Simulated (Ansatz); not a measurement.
Band structure of TaN (P6/mmm, 6 atoms in the cell).

```
TaN
1.0
    5.27683     0.00000     0.00000
   -2.63842     4.56987     0.00000
    0.00000     0.00000     2.93891
Ta N
3 3
Cartesian
  0.00000   0.00000   0.00000
  2.63842   1.52329   1.46946
  0.00000   3.04658   1.46946
 -1.31921   2.28494   0.00000
  2.63842   0.00000   0.00000
  1.31921   2.28494   0.00000
```

Level of theory: PBEsol, PAW files made with PBE (plane waves; Ansatz, a first-principles code).

Settings: basis.ecutwfc = 420 eV; kpoints.mp_grid.grid = 6 6 9; hamiltonian.xc = pbesol; hamiltonian.pseudopotentials = {kind: paw} (an earlier, softer set of the program's PAW files); scf.occupations.method = gaussian; scf.occupations.width = 0.1 eV; kpoints.band_path.npoints = 8.

The starting cell comes from a database of computed structures (which also holds hypothetical and non-ambient phases and stackings), without a prior relaxation at this level. Its lattice was rescaled by a random factor within 2.5 % of one. Spin-orbit coupling is off. Spin polarisation is off.

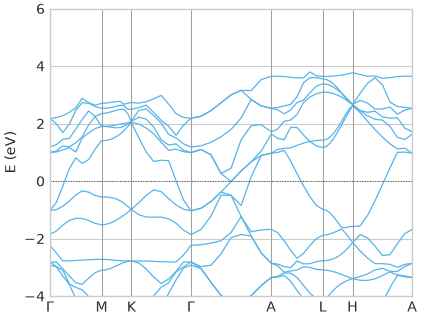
Bands along the path, energies from the Fermi level.

Levels in eV from the Fermi level, bands 24 to 31:
```tsv
point	24	25	26	27	28	29	30	31
Γ	-2.81	-2.23	-1.86	-1.03	-1.03	0.99	0.99	1.18
M	-3.10	-2.72	-1.52	-0.55	1.40	1.89	1.91	2.35
K	-2.78	-2.78	-0.99	-0.99	2.03	2.05	2.08	2.08
A	-2.86	-2.86	-1.68	0.97	0.97	1.63	1.71	2.53
L	-3.09	-2.77	-1.88	-0.99	1.17	1.42	3.10	3.38
H	-3.39	-2.14	-2.14	-1.58	2.62	2.62	2.67	2.67
```

Bands cross the Fermi level along this path, so the cell is metallic at this level.

Keys are those of Ansatz 0.2.
